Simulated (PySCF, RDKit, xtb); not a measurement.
**Solving BSiHO, step by step, part 1 of 2**

Given the formula BSiHO and nothing else, which arrangement of the atoms is the most stable in the gas at 298.15 K, and what are its properties?

Plan: many cheap relaxations first (GFN2-xTB), then density-functional screening, relaxation at PBE0-D3(BJ)/pcseg-1, vibrations (at GFN2-xTB) and a final energy. The numbers are computed, not measured.

1 further run of the same task is left out (set aside as unsound or not needed).

## Step 1: Possible bonding patterns

All bonding patterns within simple valence rules are listed by program: one Lewis structure each, at most two rings and one unusual centre or charged pair. O–O, O–halogen and N–halogen bonds and N–N–N chains are not drawn. That gives 10 candidates.

```
label         SMILES     spin
 c097     B1=[SiH]O1  singlet
 c100       B1O[Si]1  triplet
 c225        B#[Si]O  singlet
 c348        OB=[Si]  singlet
 c356       B1O[Si]1  singlet
 c407       O=B[SiH]  triplet
 c521        OB=[Si]  triplet
 c556       B=[Si]=O  singlet
 c755  [B+]=[SiH-]=O  singlet
 c907       O=B[SiH]  singlet
```

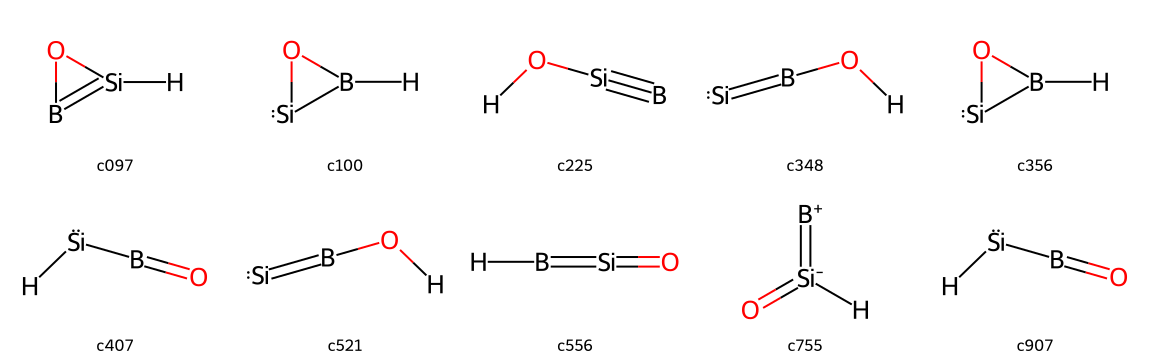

Structural formulas of the candidates.

Candidates are built by distance geometry, with a force field where one applies, in up to four conformers (letters a to d). 16 starts with atoms placed at random are added, to find patterns that the rules miss.

## Step 2: First filter: tight binding

All 29 starts are relaxed the same way. One of them, c225a (enumerated, embedded by distance geometry and UFF), in full:

The input, start.xyz:

```xyz
4
c225a
B     -1.665044     0.200985    -0.059803
O      1.571870    -0.245469    -1.462120
Si    -0.015690    -0.026247    -0.722527
H      2.057745    -1.162696    -1.343566
```

On the command line:

```
$ xtb start.xyz --gfn 2 --opt
```

Log (excerpt; [...] marks lines left out):

```text
* xtb version 6.7.1
[...]
          :  # basis functions                  19          :
[...]
          :  # electrons                        14          :
[...]
          :  Hamiltonian                  GFN2-xTB          :
[...]
          :  net charge                          0          :
          :  unpaired electrons                  0          :
[...]
   *** convergence criteria satisfied after 23 iterations ***
[...]
   *** GEOMETRY OPTIMIZATION CONVERGED AFTER 12 ITERATIONS ***
[...]
   *** convergence criteria satisfied after 3 iterations ***
[...]
         ::                     SUMMARY                     ::
         :::::::::::::::::::::::::::::::::::::::::::::::::::::
         :: total energy              -7.372190847769 Eh    ::
         :: gradient norm              0.000598186262 Eh/a0 ::
         :: HOMO-LUMO gap              0.387446957624 eV    ::
         ::.................................................::
         :: SCC energy                -7.432333256645 Eh    ::
         :: -> isotropic ES            0.025981559690 Eh    ::
         :: -> anisotropic ES         -0.001055936121 Eh    ::
         :: -> anisotropic XC         -0.026425565914 Eh    ::
         :: -> dispersion             -0.001713175413 Eh    ::
         :: repulsion energy           0.060142408876 Eh    ::
         :: add. restraining           0.000000000000 Eh    ::
         :: total charge               0.000000001097 e     ::
         :::::::::::::::::::::::::::::::::::::::::::::::::::::
[...]
         7        1.9989           -0.2553632              -6.9488 (HOMO)
         8        0.0011           -0.2411248              -6.5613 (LUMO)
[...]
     #   Z          covCN         q      C6AA      α(0)
     1   5 B        0.957    -0.061    70.314    17.640
     2   8 O        1.575    -0.440    21.688     6.284
     3  14 Si       1.727     0.245   192.036    29.455
     4   1 H        0.806     0.256     0.869     1.464
[...]
     #   Z sym  total        # sym  WBO       # sym  WBO       # sym  WBO
 ---------------------------------------------------------------------------
     1   5 B    2.381 --     3 Si   2.275
     2   8 O    2.241 --     3 Si   1.273     4 H    0.885
     3  14 Si   3.575 --     1 B    2.275     2 O    1.273
     4   1 H    0.934 --     2 O    0.885
 ---------------------------------------------------------------------------
[...]
molecular dipole:
                 x           y           z       tot (Debye)
 q only:        0.023      -0.261       0.238
   full:        1.740      -0.477      -0.026       4.587
molecular quadrupole (traceless):
[...]
          | TOTAL ENERGY               -7.372190847769 Eh   |
          | GRADIENT NORM               0.000598186262 Eh/α |
          | HOMO-LUMO GAP               0.387446957624 eV   |
           -------------------------------------------------
[...]
```

Wall time 0.1 s (2 threads of Intel Xeon Platinum 8488C (Sapphire Rapids), shared host).

## Step 3: The minima found

29 of the 29 relaxations converged; the search merged 17 into others by its test of bonds and energy. 12 distinct structures remain:

```
label             start   SMILES after     spin  energy (kcal/mol)           note
c907a  drawn and random       O=B[SiH]  singlet                0.0               
c356a  drawn and random       B1O[Si]1  singlet                8.0               
c556a  drawn and random       B=[Si]=O  singlet               12.2               
 c319            random  [B][O][SiH] ‡  singlet               20.5               
c407b             drawn       O=B[SiH]  triplet               24.5               
 c910  random and drawn     B1=[SiH]O1  singlet               32.5               
c100a             drawn       [O]B[Si]  triplet               34.9  bonds changed
 c276  random and drawn        OB=[Si]  singlet               63.5               
c755a             drawn  [B][SiH][O] ‡  singlet               64.1               
c521b             drawn        OB=[Si]  triplet               73.2               
c521a             drawn        OB=[Si]  triplet               74.7               
c225a  drawn and random        B#[Si]O  singlet               86.2
```

‡ marks the bonded skeleton alone, with all bonds drawn single: no Lewis structure was assigned that passes a check against the bond lengths.

GFN2-xTB has no spin polarisation, so it can't rank spin states and is rough for open shells.

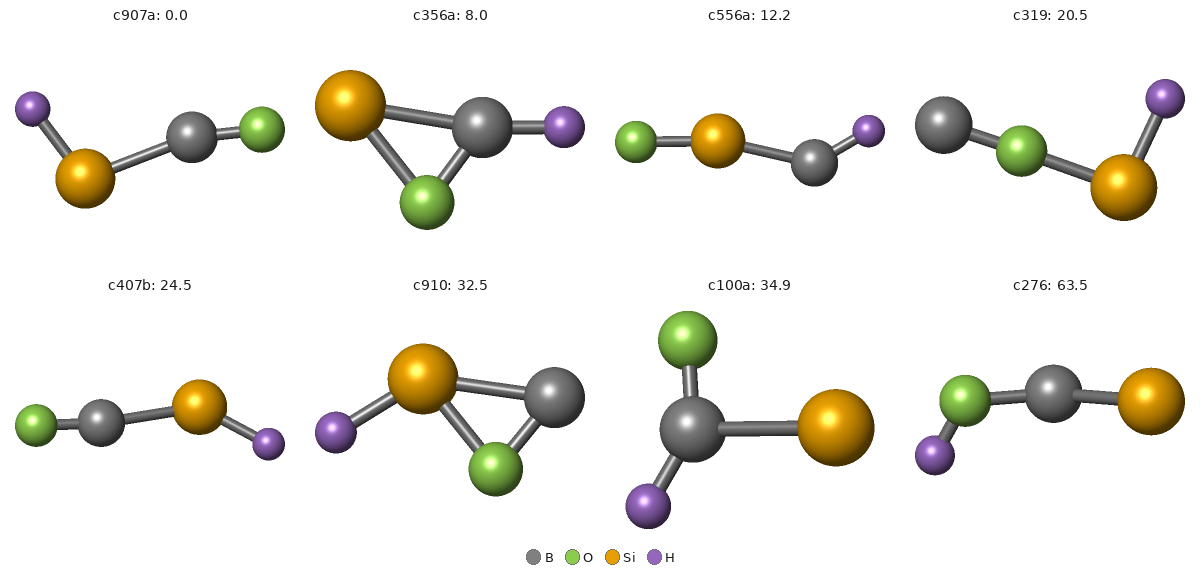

The 8 lowest minima that did not fall apart, with their GFN2-xTB energies in kcal/mol.

## Step 4: Second filter: single points

A choice of the minima (the low ones first, few conformers of a pattern, up to a cap) and the lowest that fell apart get a single point at r2SCAN-D4/def2-SVP on the tight-binding geometry, and one at HF/STO-3G for comparison. Some singlets are also tried as triplets at the same geometry (label ending in t). The first, c907a:

The input, run.py:

```python
from pyscf import gto, dft

molecule = gto.M(
    atom=[
    ('B', (-0.172587, -0.415878, -0.413440)),
    ('O', (-1.100198, -0.557717, 0.326485)),
    ('Si', (1.044692, -0.458947, -1.926135)),
    ('H', (2.250286, 0.306516, -1.507579)),
],
    max_memory=3720,
    spin=0,
    basis='def2-svp',
    verbose=3,
)

mf = dft.RKS(molecule, xc='r2scan')
mf = mf.density_fit(auxbasis='def2-universal-jkfit')
mf.disp = 'd4'
mf.grids.level = 3
mf.max_cycle = 100
mf.conv_tol = 1e-09
mf.kernel()
if not mf.converged:
    mf = mf.newton().run(mf.mo_coeff, mf.mo_occ)

etot = mf.e_tot
print('E = %.10f Eh' % etot)
```

On the command line:

```
$ OMP_NUM_THREADS=2 python run.py
```

Log:

```text
converged SCF energy = -389.878441367026
E = -389.8784413670 Eh
```

It took 4.5 s on 2 threads of Intel Xeon Platinum 8488C (Sapphire Rapids), shared host; peak memory 0.25 GiB.

Relative energies in kcal/mol, each column from its lowest structure that stays in one piece:

```
 label         SMILES     spin  GFN2-xTB  HF/STO-3G  r2SCAN-D4/def2-SVP
 c356a       B1O[Si]1  singlet       8.0        2.4                 0.0
 c907a       O=B[SiH]  singlet       0.0        0.0                 6.5
 c407b       O=B[SiH]  triplet      24.5       11.7                12.1
  c319  [B][O][SiH] ‡  singlet      20.5       26.4                28.0
c356at       B1O[Si]1  triplet         –          –                28.9
 c100a       [O]B[Si]  triplet      34.9       34.4                32.9
 c319t  [B][O][SiH] ‡  triplet         –          –                56.4
 c556a       B=[Si]=O  singlet      12.2      146.4                78.4
```

‡ marks the bonded skeleton alone, with all bonds drawn single: no Lewis structure was assigned that passes a check against the bond lengths.

## Step 5: Refinement at PBE0-D3(BJ)/pcseg-1

3 candidates are relaxed at PBE0-D3(BJ)/pcseg-1 (chosen among the lowest in one piece, with other spins of them). The first, c356a:

The input, calc.py:

```python
# B1O[Si]1
from pyscf import gto, dft
from pyscf.geomopt.geometric_solver import kernel as optimise

system = gto.M(
    atom='B 0.341641 -0.156382 -0.544686; O 1.000568 -0.027386 -1.711680; Si 0.616318 -1.753545 -1.555658; H 0.082082 0.700322 0.203486',
    basis='pcseg-1',
    max_memory=3720,
    verbose=3,
)

mf = dft.RKS(system)
mf.xc = 'pbe0'
mf = mf.density_fit(auxbasis='def2-universal-jkfit')
mf.disp = 'd3bj'
mf.max_cycle = 100
mf.conv_tol = 1e-09
mf.grids.level = 3
converged, mol_eq = optimise(mf, maxsteps=120, convergence_set='GAU')
print('converged:', converged)
print(mol_eq.tostring())

mf.reset(mol_eq)
system = mol_eq
mf.kernel()
if not mf.converged:
    mf = mf.newton().run(mf.mo_coeff, mf.mo_occ)
e_final = mf.e_tot
print('Final energy', e_final)
```

On the command line:

```
$ OMP_NUM_THREADS=2 python calc.py
```

Log:

```text
#|     Arguments passed to driver run_optimizer():      |#
convergence_set           GAU
maxiter                   120
----------------------------------------------------------
Custom engine selected.
Bonds will be generated from interatomic distances less than 1.20 times sum of covalent radii
12 internal coordinates being used (instead of 12 Cartesians)
Internal coordinate system (atoms numbered from 1):
Distance 1-2
Distance 1-3
Distance 1-4
Distance 2-3
Angle 2-1-4
Angle 1-2-3
Angle 1-3-2
LinearAngleX 3-1-4
LinearAngleY 3-1-4
Out-of-Plane 1-2-3-4
Dihedral 4-1-2-3
Translation-X 1-4
Translation-Y 1-4
Translation-Z 1-4
Rotation-A 1-4
Rotation-B 1-4
Rotation-C 1-4
> ===== Optimization Info: ====
> Job type: Energy minimization
> Maximum number of optimization cycles: 120
> Initial / maximum trust radius (Angstrom): 0.100 / 0.300
> Convergence Criteria:
> Will converge when all 5 criteria are reached:
>  |Delta-E| < 1.00e-06
>  RMS-Grad  < 3.00e-04
>  Max-Grad  < 4.50e-04
>  RMS-Disp  < 1.20e-03
>  Max-Disp  < 1.80e-03
> === End Optimization Info ===

Geometry optimization cycle 1
Cartesian coordinates (Angstrom)
 Atom        New coordinates             dX        dY        dZ
   B   0.341641  -0.156382  -0.544686    0.000000  0.000000  0.000000
   O   1.000568  -0.027386  -1.711680    0.000000  0.000000  0.000000
  Si   0.616318  -1.753545  -1.555658   -0.000000  0.000000  0.000000
   H   0.082082   0.700322   0.203486    0.000000  0.000000  0.000000

WARN: Mole.unit (angstrom) is changed to Bohr

converged SCF energy = -389.869915464196
--------------- DFRKS_Scanner gradients ---------------
         x                y                z
0 B     0.0006137094     0.0025502193    -0.0003270700
1 O    -0.0027307262     0.0026477625     0.0059759452
2 Si    -0.0018639579     0.0055224720     0.0051737330
3 H     0.0040185590    -0.0107389915    -0.0107753550
----------------------------------------------
cycle 1: E = -389.869915464  dE = -389.87  norm(grad) = 0.0191178
Step    0 : Gradient = 9.559e-03/1.573e-02 (rms/max) Energy = -389.8699154642
Hessian Eigenvalues: 4.95675e-02 5.00000e-02 5.00000e-02 ... 2.71053e-01 2.72690e-01 5.21210e-01

Geometry optimization cycle 2
Cartesian coordinates (Angstrom)
 Atom        New coordinates             dX        dY        dZ
   B   0.341593  -0.153721  -0.544541   -0.000048  0.002661  0.000145
   O   1.002163  -0.039598  -1.720676    0.001595 -0.012212 -0.008996
  Si   0.622063  -1.765069  -1.571375    0.005745 -0.011524 -0.015717
   H   0.073199   0.722181   0.226053   -0.008883  0.021859  0.022567
converged SCF energy = -389.870637099097
--------------- DFRKS_Scanner gradients ---------------
         x                y                z
0 B     0.0007931627    -0.0012535267    -0.0018427232
1 O    -0.0004017667     0.0003692284     0.0009609629
2 Si    -0.0002872419     0.0005874247     0.0007076377
3 H    -0.0000740705     0.0002778370     0.0002150101
----------------------------------------------
cycle 2: E = -389.870637099  dE = -0.000721635  norm(grad) = 0.00280615
Step    1 : Displace = 2.071e-02/3.276e-02 (rms/max) Trust = 1.000e-01 (=) Grad = 1.403e-03/2.366e-03 (rms/max) E (change) = -389.8706370991 (-7.216e-04) Quality = 1.014
Hessian Eigenvalues: 4.95644e-02 4.99944e-02 5.00000e-02 ... 2.70099e-01 2.87606e-01 5.12092e-01

Geometry optimization cycle 3
Cartesian coordinates (Angstrom)
 Atom        New coordinates             dX        dY        dZ
   B   0.340958  -0.152542  -0.543833   -0.000635  0.001179  0.000708
   O   1.001498  -0.040333  -1.721588   -0.000665 -0.000734 -0.000912
  Si   0.622306  -1.765594  -1.573284    0.000242 -0.000526 -0.001909
   H   0.072929   0.723101   0.226363   -0.000270  0.000920  0.000310
converged SCF energy = -389.870643181442
--------------- DFRKS_Scanner gradients ---------------
         x                y                z
0 B     0.0002442705    -0.0001147718    -0.0004696132
1 O    -0.0000776219     0.0000990121     0.0002773483
2 Si    -0.0000718683    -0.0000636513     0.0001041758
3 H    -0.0000656148     0.0000599047     0.0001279534
----------------------------------------------
cycle 3: E = -389.870643181  dE = -6.08234e-06  norm(grad) = 0.000656097
Step    2 : Displace = 1.361e-03/1.679e-03 (rms/max) Trust = 1.414e-01 (+) Grad = 3.280e-04/5.416e-04 (rms/max) E (change) = -389.8706431814 (-6.082e-06) Quality = 1.159
Hessian Eigenvalues: 4.86427e-02 4.97508e-02 5.00000e-02 ... 2.66039e-01 2.81105e-01 4.75670e-01

Geometry optimization cycle 4
Cartesian coordinates (Angstrom)
 Atom        New coordinates             dX        dY        dZ
   B   0.340478  -0.152293  -0.543868   -0.000480  0.000249 -0.000034
   O   1.000696  -0.040185  -1.722282   -0.000802  0.000147 -0.000694
  Si   0.622068  -1.765269  -1.574256   -0.000237  0.000325 -0.000972
   H   0.072906   0.723408   0.225957   -0.000023  0.000307 -0.000406
converged SCF energy = -389.87064355991
--------------- DFRKS_Scanner gradients ---------------
         x                y                z
0 B     0.0000682488     0.0001147539    -0.0000710224
1 O     0.0000183509     0.0000263381     0.0000780801
2 Si    -0.0000236453    -0.0001239077    -0.0000041810
3 H    -0.0000333344    -0.0000371750     0.0000366693
----------------------------------------------
cycle 4: E = -389.87064356  dE = -3.78468e-07  norm(grad) = 0.000223081
Step    3 : Displace = 3.405e-04/4.684e-04 (rms/max) Trust = 2.000e-01 (+) Grad = 1.115e-04/1.512e-04 (rms/max) E (change) = -389.8706435599 (-3.785e-07) Quality = 1.048
Hessian Eigenvalues: 4.86427e-02 4.97508e-02 5.00000e-02 ... 2.66039e-01 2.81105e-01 4.75670e-01
Converged! =D

converged: True
B           0.34047832       -0.15229277       -0.54386793
O           1.00069572       -0.04018517       -1.72228169
Si          0.62206831       -1.76526905       -1.57425566
H           0.07290636        0.72340847        0.22595701
converged SCF energy = -389.87064355994
Final energy -389.8706435599398
```

It took 14 s on 2 threads of Intel Xeon Platinum 8488C (Sapphire Rapids), shared host; peak memory 0.48 GiB.

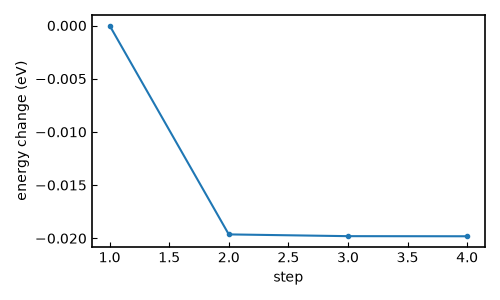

Energy along the run, all evaluated steps.

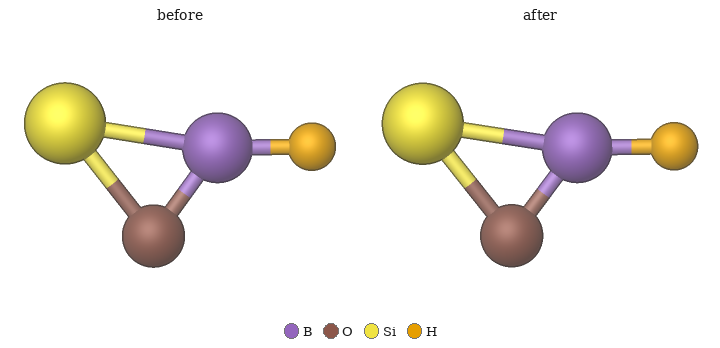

Before and after, at one scale.

After the run. Bond lengths: B1–O2 1.355 Å, B1–Si3 1.935 Å, O2–Si3 1.772 Å, B1–H4 1.196 Å. Angles: B1–O2–Si3 75.1°, O2–B1–Si3 62.3°, B1–Si3–O2 42.6°, O2–B1–H4 127.4°, Si3–B1–H4 170.3°.

## Step 6: Ranking at PBE0-D3(BJ)/pcseg-1

```
label     spin  r2SCAN-D4/def2-SVP (kcal/mol)  PBE0-D3(BJ)/pcseg-1, relaxed (kcal/mol)  time
c356a  singlet                            0.0                                      0.0  14 s
c907a  singlet                            6.5                                      0.6  21 s
c407b  triplet                           12.1                                     11.7  36 s
```

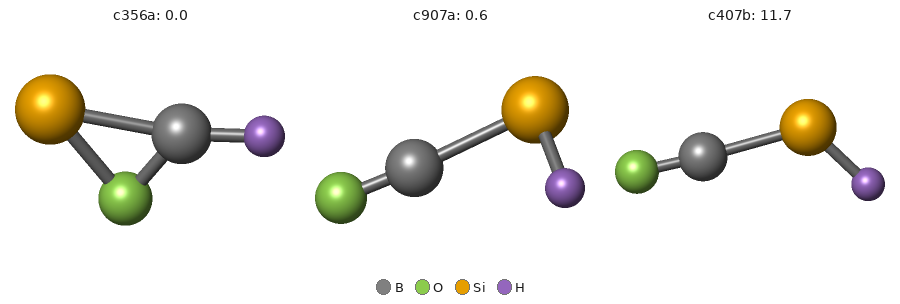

The relaxed structures, with energies at PBE0-D3(BJ)/pcseg-1 in kcal/mol.

## Step 7: Vibrations and thermal terms

The lowest few go on as finalists. In this search the thermal terms come from GFN2-xTB at its own nearest minimum. The first, c356a:

The input, start.xyz:

```xyz
4
c356a
B      0.340478    -0.152293    -0.543868
O      1.000696    -0.040185    -1.722282
Si     0.622068    -1.765269    -1.574256
H      0.072906     0.723408     0.225957
```

On the command line:

```
$ xtb start.xyz --gfn 2 --ohess tight
```

Log (excerpt; [...] marks lines left out):

```text
* xtb version 6.7.1
[...]
          :  # basis functions                  19          :
[...]
          :  # electrons                        14          :
[...]
          :  Hamiltonian                  GFN2-xTB          :
[...]
          :  net charge                          0          :
          :  unpaired electrons                  0          :
[...]
   *** convergence criteria satisfied after 15 iterations ***
[...]
   *** GEOMETRY OPTIMIZATION CONVERGED AFTER 7 ITERATIONS ***
[...]
   *** convergence criteria satisfied after 3 iterations ***
[...]
         ::                     SUMMARY                     ::
         :::::::::::::::::::::::::::::::::::::::::::::::::::::
         :: total energy              -7.496858533381 Eh    ::
         :: gradient norm              0.000177546345 Eh/a0 ::
         :: HOMO-LUMO gap              1.925642078362 eV    ::
         ::.................................................::
         :: SCC energy                -7.539905527775 Eh    ::
         :: -> isotropic ES            0.047866271298 Eh    ::
         :: -> anisotropic ES         -0.005904596987 Eh    ::
         :: -> anisotropic XC         -0.008751743626 Eh    ::
         :: -> dispersion             -0.001599177614 Eh    ::
         :: repulsion energy           0.043046994395 Eh    ::
         :: add. restraining           0.000000000000 Eh    ::
         :: total charge               0.000000000000 e     ::
         :::::::::::::::::::::::::::::::::::::::::::::::::::::
[...]
         7        2.0000           -0.3035429              -8.2598 (HOMO)
         8                         -0.2327768              -6.3342 (LUMO)
[...]
     #   Z          covCN         q      C6AA      α(0)
     1   5 B        2.675     0.262    17.646     7.062
     2   8 O        1.547    -0.481    22.556     6.407
     3  14 Si       1.707     0.325   188.282    29.168
     4   1 H        0.940    -0.106     5.761     3.753
Molecule has the following symmetry elements: (sigma)
It seems to be the Cs point group
[...]
          | TOTAL ENERGY               -7.496858533381 Eh   |
          | TOTAL ENTHALPY             -7.477692168789 Eh   |
          | TOTAL FREE ENERGY          -7.507058735874 Eh   |
          | GRADIENT NORM               0.000177531557 Eh/α |
[...]
```

It took 0.12 s on 2 threads of Intel Xeon Platinum 8488C (Sapphire Rapids), shared host.

## Step 8: Zero-point energy and free-energy terms

As xtb prints them, at 298.15 K, with its own treatment of low modes:

```
label    SMILES     spin  lowest mode (cm⁻¹)  zero-point (kcal/mol)  G − E (kcal/mol)
c356a  B1O[Si]1  singlet                 413                    9.3              -6.4
c907a  O=B[SiH]  singlet                 202                    8.1              -7.8
c407b  O=B[SiH]  triplet                 255                    8.6              -7.0
```

## Step 9: Energies at the top level

Single points at CCSD(T)/def2-TZVPP on the refined geometries decide the order.

c356a, CCSD(T)/def2-TZVPP:

The input, run.py:

```python
from pyscf import gto, cc

mol = gto.M(
    atom='''
B    0.340478  -0.152293  -0.543868
O    1.000696  -0.040185  -1.722282
Si   0.622068  -1.765269  -1.574256
H    0.072906   0.723408   0.225957
''',
    basis='def2-tzvpp',
    verbose=3,
    spin=0,
    max_memory=3720,
)

mf = mol.RHF()
mf.conv_tol = 1e-09
mf.max_cycle = 100
mf.kernel()
if not mf.converged:
    mf = mf.newton().run(mf.mo_coeff, mf.mo_occ)

mycc = cc.CCSD(mf, frozen=7)
mycc.kernel()
e_t = mycc.ccsd_t()
etot = mycc.e_tot + e_t
print('E = %.10f Eh' % etot)
```

On the command line:

```
$ OMP_NUM_THREADS=2 python run.py
```

Log:

```text
converged SCF energy = -389.090114943359
E(CCSD) = -389.5320625291757  E_corr = -0.4419475858167213
CCSD(T) correction = -0.0211470535579781
E = -389.5532095827 Eh
```

Wall time 36 s (2 threads of Intel Xeon Platinum 8488C (Sapphire Rapids), shared host); peak memory 1 GiB.

## Step 10: c907a at CCSD(T)/def2-TZVPP

The input, job.py:

```python
from pyscf import gto, scf, cc

mol = gto.Mole()
mol.atom = [
    ('B', (-0.177048, -0.463530, -0.495455)),
    ('O', (-0.979372, -0.483547, 0.406407)),
    ('Si', (1.079037, -0.512149, -2.093958)),
    ('H', (2.096613, 0.315725, -1.313805)),
]
mol.spin = 0
mol.max_memory = 3720
mol.basis = 'def2-tzvpp'
mol.verbose = 3
mol.build()

mf = scf.RHF(mol)
mf.max_cycle = 100
mf.conv_tol = 1e-09
mf.kernel()
if not mf.converged:
    mf = mf.newton().run(mf.mo_coeff, mf.mo_occ)

mycc = cc.CCSD(mf, frozen=7)
mycc.kernel()
e_t = mycc.ccsd_t()
energy = mycc.e_tot + e_t
print('Final energy', energy)
```

On the command line:

```
$ OMP_NUM_THREADS=2 python job.py
```

Log:

```text
converged SCF energy = -389.089691242975
E(CCSD) = -389.5278249785935  E_corr = -0.4381337356186376
CCSD(T) correction = -0.0203294217618204
Final energy -389.54815440035526
```

Wall time 35 s (2 threads of Intel Xeon Platinum 8488C (Sapphire Rapids), shared host); peak memory 0.99 GiB.

(Continued in part 2 of 2.)
